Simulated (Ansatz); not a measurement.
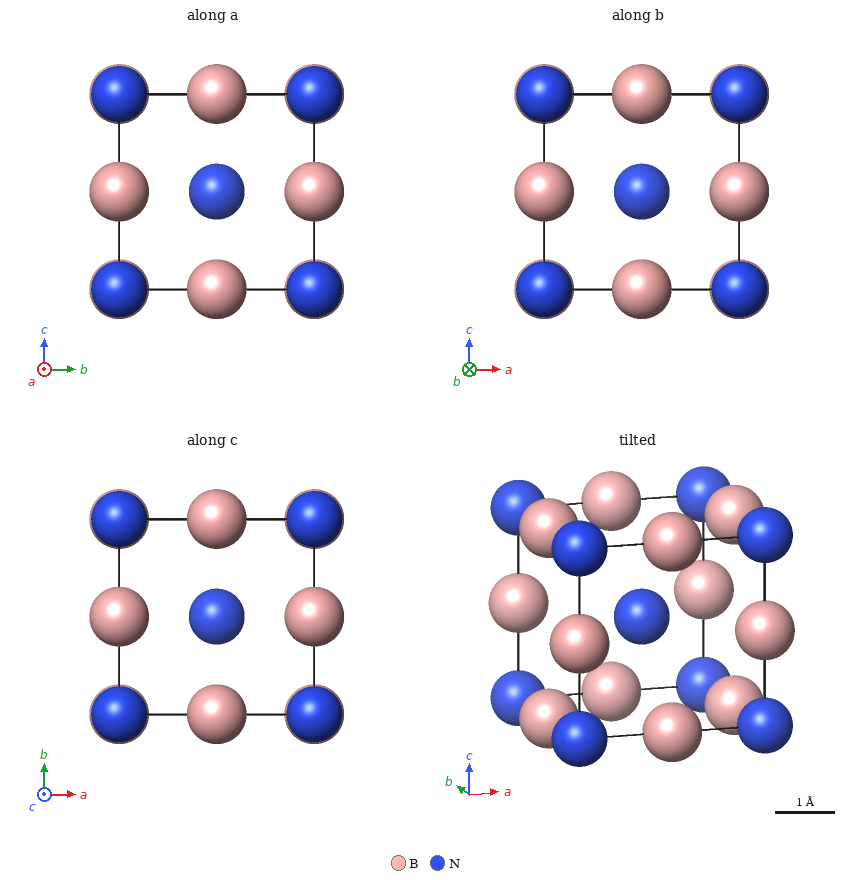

Spheres-only drawing of the structure, looking along the a axis, along the b axis, along the c axis and slightly off an axis. The conventional unit cell is outlined; an atom on or near a face, edge or corner is repeated at each equivalent position.

Lattice parameters: a = 3.3417 Å, b = 3.3417 Å, c = 3.3417 Å, α = 90.000°, β = 90.000°, γ = 90.000°.

Express the structure as a CIF with its space group and independent sites.

Answer.
```cif
data_structure
_symmetry_space_group_name_H-M 'P m -3 m'
_symmetry_Int_Tables_number 221
_cell_length_a 3.3417
_cell_length_b 3.3417
_cell_length_c 3.3417
_cell_angle_alpha 90.000
_cell_angle_beta 90.000
_cell_angle_gamma 90.000
_cell_volume 37.32
loop_
_atom_site_label
_atom_site_type_symbol
_atom_site_symmetry_multiplicity
_atom_site_Wyckoff_symbol
_atom_site_fract_x
_atom_site_fract_y
_atom_site_fract_z
_atom_site_occupancy
B1 B 3 d 0.5000 0.0000 0.0000 1
N1 N 1 b 0.5000 0.5000 0.5000 1
N2 N 1 a 0.0000 0.0000 0.0000 1
```

The cell started as a random cell made by a generator, so it need not be a real form of the compound. What is shown is the relaxed result from Ansatz 0.2.0, DFT PBE, scalar-relativistic, plane waves, PAW.
